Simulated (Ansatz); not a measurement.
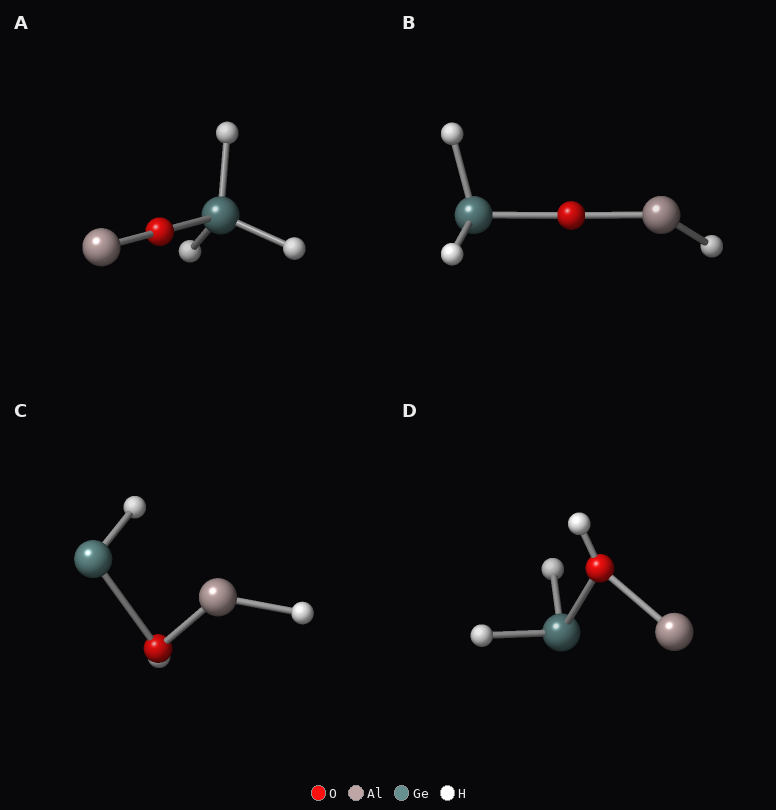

4 stationary structures of one formula. Geometries: PBE0-D4/def2-TZVP. Electronic energies: PBE0-D4/def2-TZVP (Ansatz 0.2.0), without zero-point energy. No frequency run is at hand to confirm each as a minimum.

**Which structure is the most stable?**

A is lowest; D lies 114.2 kJ/mol above it (Cs), C lies 129.7 kJ/mol above it (C1), B lies 256.2 kJ/mol above it.
